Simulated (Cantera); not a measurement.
A closed system holds: 1 mol Fe3O4, 2300 mol H2, held at 0.0133 bar.

Cantera equilibrium calculation (NASA polynomials, part measured and part estimated; ideal gas, pure solids and liquids). Candidate condensed phases: Fe, FeO, Fe(OH)2, Fe(OH)3, Fe2O3, Fe3O4, H2O; 12 gas species. Kinetics and transport are ignored.

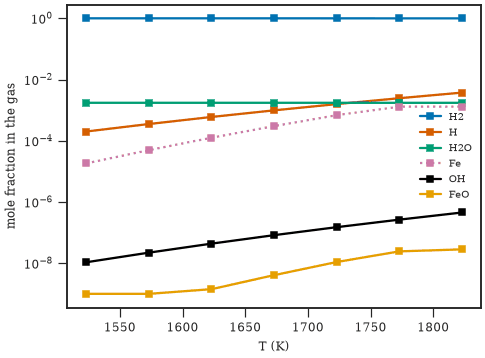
Fig. 1. Equilibrium gas composition (values under 1e-9 drawn at 1e-9)

From 1523 K to 1623 K the condensed part is Fe(γ). From 1673 K to 1723 K the condensed part is Fe(δ). From 1773 K to 1823 K nothing is condensed. The main Fe-bearing gas is Fe throughout.
